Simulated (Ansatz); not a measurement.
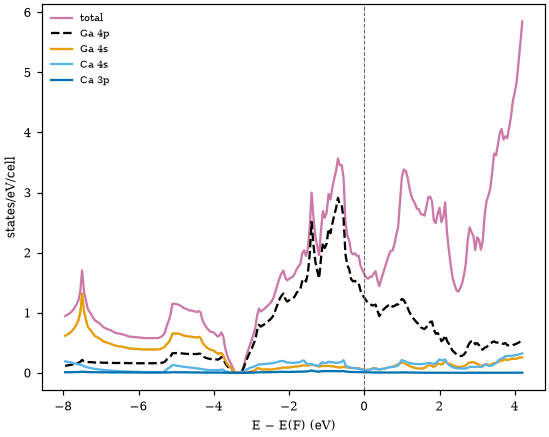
Fig. 1. Total and projected density of states of CaGa in space group Cmcm (No. 63; Ca on 4c, Ga on 4c), r²SCAN in the plane-wave PAW code Ansatz

Task: Which orbitals carry the states next to the Fermi level?

Result: Within 0.5 eV of the Fermi level: Ga 4p 74 %, outside the projected shells 18 %. Projections are on Löwdin-orthogonalised atomic valence shells; empty p or d shells of many metals are not among them.

Task: Where is the tallest occupied peak in this window, and what makes it?

Result: Near -0.7 eV, about 3.6 states/eV per cell; the largest projected share is Ga 4p.

The workflow started from a Materials Project entry (that database holds measured and hypothetical structures alike); the Crystallography Open Database copy checked does not list it. Whether it is the stable phase at ambient conditions was not checked. Symmetry was held in the r²SCAN relaxation; whether a distortion lowers the energy is not shown. Scalar-relativistic: spin–orbit coupling is off unless named, which matters more the heavier the elements.

Potentials: the later of the program's two PAW sets.
